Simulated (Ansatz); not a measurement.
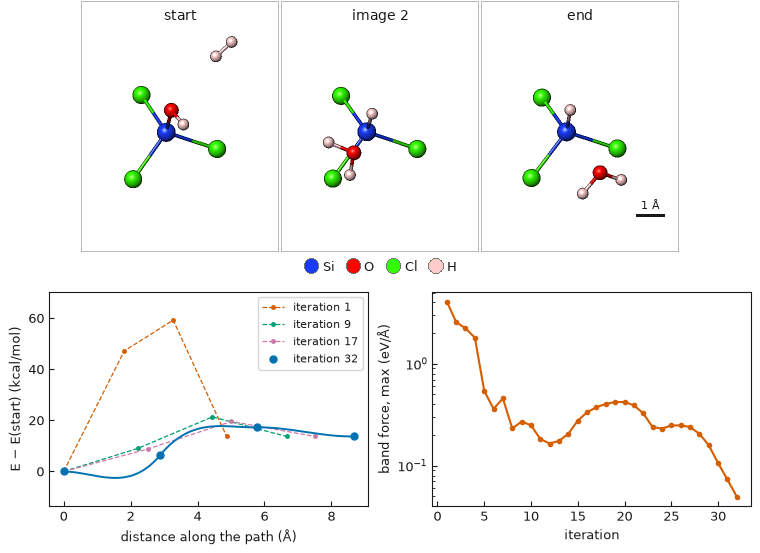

A search for the minimum-energy path of SiH3OCl3, made up of SiHOCl₃ and H2 by the nudged elastic band. Images are numbered from 0 (start) to 3 (end). The plot follows the band through its iterations. The picture is a ball-and-stick view, seen from a free direction.

Method: UKS PBE-D4/def2-SVP in Ansatz 0.2.0.

The input:
```yaml
crystal:
  periodic: [false, false, false]
  atoms:
    - { symbol: Si, position_ang: [-0.979393, -0.039568, -0.607793] }
    - { symbol: O, position_ang: [0.521293, -0.667197, -0.296168] }
    - { symbol: Cl, position_ang: [-1.684689, -0.667475, -2.438872] }
    - { symbol: Cl, position_ang: [-0.946219, 2.01934, -0.610102] }
    - { symbol: Cl, position_ang: [-2.199111, -0.718319, 0.886236] }
    - { symbol: H, position_ang: [1.800908, 0.096804, 1.722381] }
    - { symbol: H, position_ang: [2.258833, 0.39621, 2.264235] }
    - { symbol: H, position_ang: [1.228378, -0.419794, -0.919818] }
magnetization:
  spin_polarized: true
basis:
  gaussian: { orbitals: def2-SVP }
hamiltonian:
  xc: pbe
  dispersion: d4
neb:
  order_check: false
  images: 2
  f_tol: 0.05
  max_iterations: 60
  climbing: false
  final_atoms:
    - { symbol: Si, position_ang: [-0.95897952, -0.11080246, 0.39289377] }
    - { symbol: O, position_ang: [1.86609255, -0.11290369, -0.14938897] }
    - { symbol: Cl, position_ang: [-0.85168224, -1.08093803, -1.44132217] }
    - { symbol: Cl, position_ang: [-0.54905406, 1.90994246, 0.13376479] }
    - { symbol: Cl, position_ang: [-2.9447066, -0.2141064, 0.97348451] }
    - { symbol: H, position_ang: [1.85746119, 0.84937098, -0.32013298] }
    - { symbol: H, position_ang: [-0.14346959, -0.7502578, 1.45053255] }
    - { symbol: H, position_ang: [1.72433827, -0.49030405, -1.03973251] }
  initial_path:
    images:
      - { positions_ang: [[-0.979393, -0.039568, -0.607793], [0.521293, -0.667197, -0.296168], [-1.684689, -0.667475, -2.438872], [-0.946219, 2.01934, -0.610102], [-2.199111, -0.718319, 0.886236], [1.800908, 0.096804, 1.722381], [2.258833, 0.39621, 2.264235], [1.228378, -0.419794, -0.919818]] }
      - { positions_ang: [[-0.79940612, 0.04953405, -0.20393076], [1.02373654, -0.45005645, -0.34274631], [-1.39481713, -0.79458939, -1.95023493], [-0.80884678, 2.05935386, -0.41723403], [-2.19260828, -0.55696714, 1.15303967], [1.48939593, -0.03500543, 1.16873418], [1.10297316, 0.19903573, 1.69464417], [1.57957267, -0.47130424, -1.10217299]] }
      - { positions_ang: [[-0.79260163, 0.02578923, 0.1296315], [1.47200306, -0.26529201, -0.29381997], [-1.1171482, -0.9324104, -1.61771832], [-0.67645846, 2.02288801, -0.16927843], [-2.44114015, -0.38889627, 1.18212251], [1.508247, 0.21585023, 0.48789619], [0.30220563, -0.1831202, 1.42341002], [1.74489276, -0.49480759, -1.14214449]] }
      - { positions_ang: [[-0.95897952, -0.11080246, 0.39289377], [1.86609255, -0.11290369, -0.14938897], [-0.85168224, -1.08093803, -1.44132217], [-0.54905406, 1.90994246, 0.13376479], [-2.9447066, -0.2141064, 0.97348451], [1.85746119, 0.84937098, -0.32013298], [-0.14346959, -0.7502578, 1.45053255], [1.72433827, -0.49030405, -1.03973251]] }
```

Run as
```bash
ansatz run input.yaml --threads 4 --pin off --max-ram 5120MiB --backend cpu --events-out ev --progress --plain --runs-dir out
```

### Did the band converge, and can the barrier be trusted?

The run is converged, with reservations. The band converged in 32 iterations. The largest component of the band force went from 4.1 to 0.05 eV/Å. No image climbed, so the highest image needn't lie on the saddle point, and the true maximum along this path can be higher. So few images resolve the path coarsely. The first iteration put the highest image at 59.2 kcal/mol. The highest point, image 2, lies 17.3 kcal/mol above the start and 3.5 kcal/mol above the end; the end is at +13.7 kcal/mol relative to the start.

Limits of the set-up: the start holds two separate molecules, 2.5 Å apart at their closest, whose relative position is a soft coordinate.

The run took 2.9 min on 4 threads of Arm Neoverse N1, with other jobs on the host, peak memory 0.19 GiB.
